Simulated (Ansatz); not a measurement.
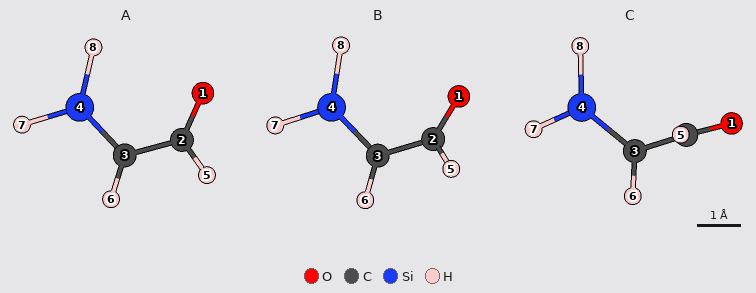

3 geometries from a converged minimum-energy path of C2H4OSi, shuffled. The picture is a ball-and-stick view, seen at a tilt.

These are results of RKS CAM-B3LYP-D4/def2-SVP in Ansatz, not measurements. Set-up: 7 movable images; climbing image; force threshold 0.05 eV/Å; iteration limit 60; starting path through a guess of the saddle point.

Which frame is the top of the path?

C. In order along the path, whose images run from 0 to 8: C (image 4, +9.6 kcal/mol), B (image 7, +0.2 kcal/mol), A (image 8, −0.8 kcal/mol). The motion is a rotation about the C2–C3 bond by about 180°. No bond forms or breaks between the ends. Bond angles that change up to the highest image, for instance: C2–C3–Si4 123.5° → 127.3°, Si4–C3–H6 121.2° → 118.2°.

Cost: 89 s on 2 threads of Intel(R) Xeon(R) Platinum 8488C (Sapphire Rapids) (shared host), peak memory 0.19 GiB.
